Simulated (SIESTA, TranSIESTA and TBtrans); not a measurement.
Device: Pt chain with a Pt atom beside one bond. Leads: straight Pt chain, spacing 2.4 Å. Geometry: 3 atoms about the centre moved by SIESTA (PBE, DZP) to a largest force of 0.03 eV/Å, all others as built.

Computed with TranSIESTA and TBtrans, PBE, DZP numerical orbitals (energy shift 0.15 eV), PseudoDojo norm-conserving scalar-relativistic potentials, mesh cutoff 200 Ry, 300 K, spin-polarised (collinear), no spin-orbit coupling; self-consistent non-equilibrium Green functions.

Energies count from the leads' Fermi level. Transmissions are for each spin. The energy step is 0.01 eV; narrower resonances are cut or missed.

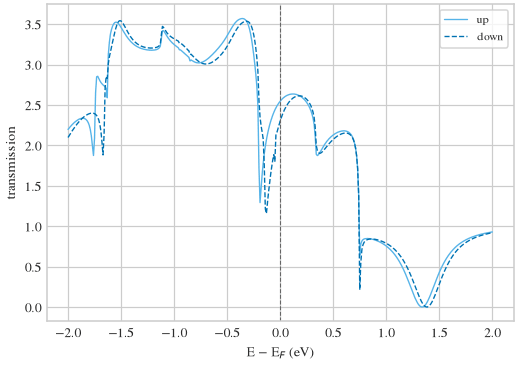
Figure. Transmission against energy

| E (eV) | T up | T down | lead channels up | down |
|---|---|---|---|---|
| -2.00 | 2.20 | 2.10 | 3 | 3 |
| -1.80 | 2.25 | 2.39 | 3 | 3 |
| -1.60 | 3.38 | 3.16 | 4 | 4 |
| -1.40 | 3.27 | 3.33 | 4 | 4 |
| -1.20 | 3.18 | 3.21 | 4 | 4 |
| -1.00 | 3.25 | 3.32 | band edge | band edge |
| -0.80 | 3.03 | 3.07 | 6 | 6 |
| -0.60 | 3.18 | 3.07 | 6 | 6 |
| -0.40 | 3.55 | 3.46 | 6 | 6 |
| -0.20 | 1.72 | 2.56 | 4 | 4 |
| 0.00 | 2.55 | 2.30 | 4 | 4 |
| 0.20 | 2.60 | 2.61 | 4 | 4 |
| 0.40 | 1.97 | 1.92 | 3 | 3 |
| 0.60 | 2.18 | 2.15 | 3 | 3 |
| 0.80 | 0.85 | 0.82 | 1 | 1 |
| 1.00 | 0.75 | 0.79 | 1 | 1 |
| 1.20 | 0.35 | 0.48 | 1 | 1 |
| 1.40 | 0.099 | 0.0088 | 1 | 1 |
| 1.60 | 0.66 | 0.58 | 1 | 1 |
| 1.80 | 0.86 | 0.84 | 1 | 1 |
| 2.00 | 0.93 | 0.92 | 1 | 1 |

A magnetic start was tried, and the separate lead runs end without a moment. The straight chain is held at its spacing; free chains may zigzag or dimerise. Spin-orbit coupling, left out here, matters for the heavy atoms.
